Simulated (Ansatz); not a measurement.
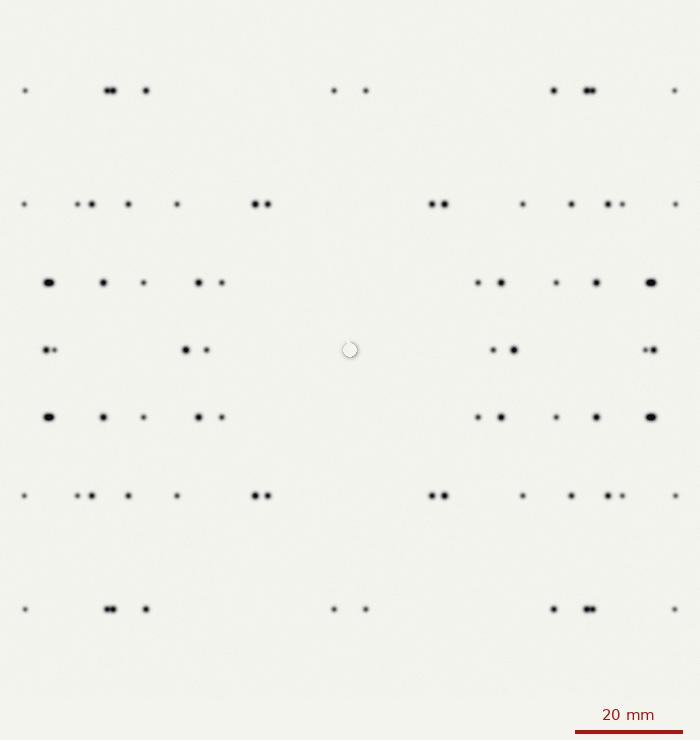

Simulated X-ray rotation photograph: Cu Kα radiation (λ = 1.5418 Å), cylindrical film of radius 57.3 mm unrolled, rotation axis vertical and normal to the beam, kinematic intensities without Lorentz or polarisation factors, the film spanning ±63° about the beam; spots down to d = 1.37 Å.

Measure the layer lines and find the identity period along the axis.

The first layer line lies 12.7 mm from the equator, so tan ν = 0.221, sin ν = 0.216 and the period is λ/sin ν = 7.13 Å. Further lines follow at 27.5, 48.8 mm.

The crystal is La, space group P6_3/mmc (No. 194), a = 3.814 Å, c = 6.027 Å (hexagonal axes). Structure: coordinates from a relaxation at fixed volume with DFT r2SCAN, scalar-relativistic, plane waves, PAW (Ansatz); the starting structure was generated, so it need not be a known form of this composition.

About which axis was it rotated?

About [101] (or an equivalent direction), whose length in the conventional cell is 7.132 Å.
